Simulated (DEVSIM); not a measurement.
Structure: Pd/SiO2/p-Ge capacitor, at 300 K.

| layer (left to right) | material | thickness (nm) | Na (cm⁻³) |
|---|---|---|---|
| 1 | SiO2 | 1.40 | - |
| 2 | Ge | 620 | 4.6e17 |

Metal gate on the left, work function 5.2 eV. Fixed charge at the semiconductor interface 0 cm⁻² (in units of +e); no interface traps.

The device is made up for the run: typed textbook-type constants, with dimensions and the other settings drawn at random. Values at 300 K.

| parameter | SiO2 | Ge |
|---|---|---|
| gap (eV) | 9 | 0.664 |
| affinity (eV) | 0.9 | 4 |
| permittivity | 3.9 | 16 |
| Nc (cm⁻³) | - | 1.04e19 |
| Nv (cm⁻³) | - | 6e18 |

Simulated with DEVSIM: 1D Poisson equation in equilibrium, Boltzmann statistics, complete ionisation; no quantum confinement or tunnelling. Metal contacts follow the ideal Schottky-Mott rule: no Fermi-level pinning, no interface dipoles.

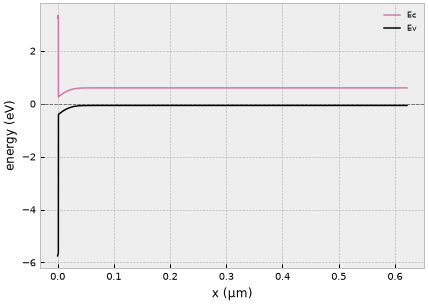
*Band edges at 1.05 V on the gate*

Energies count from the Fermi level of the right contact; mesh points crowd at the junctions.

| x (μm) | Ec (eV) | Ev (eV) | n (cm⁻³) | p (cm⁻³) | field (V/cm) |
|---|---|---|---|---|---|
| 0.000 | 3.250 | -5.750 | < 1e2 | < 1e2 | 750000 |
| 0.0005343 | 3.290 | -5.710 | < 1e2 | < 1e2 | 750000 |
| 0.0009617 | 3.322 | -5.678 | < 1e2 | < 1e2 | 750000 |
| 0.001524 | 0.256 | -0.408 | 5.2e14 | 8.4e11 | 180000 |
| 0.002945 | 0.281 | -0.383 | 2.0e14 | 2.2e12 | 170000 |
| 0.005046 | 0.317 | -0.347 | 5.0e13 | 8.8e12 | 160000 |
| 0.008493 | 0.370 | -0.294 | 6.4e12 | 6.8e13 | 140000 |
| 0.01759 | 0.480 | -0.184 | 8.9e10 | 4.9e15 | 98000 |
| 0.03003 | 0.564 | -0.100 | 3.5e9 | 1.2e17 | 39000 |
| 0.05314 | 0.596 | -0.068 | 1.0e9 | 4.3e17 | 2200 |
| 0.09106 | 0.598 | -0.066 | 9.5e8 | 4.6e17 | 11 |
| 0.1912 | 0.598 | -0.066 | 9.5e8 | 4.6e17 | ≈ 0 |
| 0.3317 | 0.598 | -0.066 | 9.5e8 | 4.6e17 | ≈ 0 |
| 0.4531 | 0.598 | -0.066 | 9.5e8 | 4.6e17 | ≈ 0 |
| 0.5420 | 0.598 | -0.066 | 9.5e8 | 4.6e17 | ≈ 0 |
| 0.5756 | 0.598 | -0.066 | 9.5e8 | 4.6e17 | ≈ 0 |
| 0.5961 | 0.598 | -0.066 | 9.5e8 | 4.6e17 | ≈ 0 |
| 0.6072 | 0.598 | -0.066 | 9.5e8 | 4.6e17 | ≈ 0 |
| 0.6152 | 0.598 | -0.066 | 9.5e8 | 4.6e17 | ≈ 0 |
| 0.6184 | 0.598 | -0.066 | 9.5e8 | 4.6e17 | ≈ 0 |
| 0.6202 | 0.598 | -0.066 | 9.5e8 | 4.6e17 | ≈ 0 |
| 0.6214 | 0.598 | -0.066 | 9.5e8 | 4.6e17 | ≈ 0 |
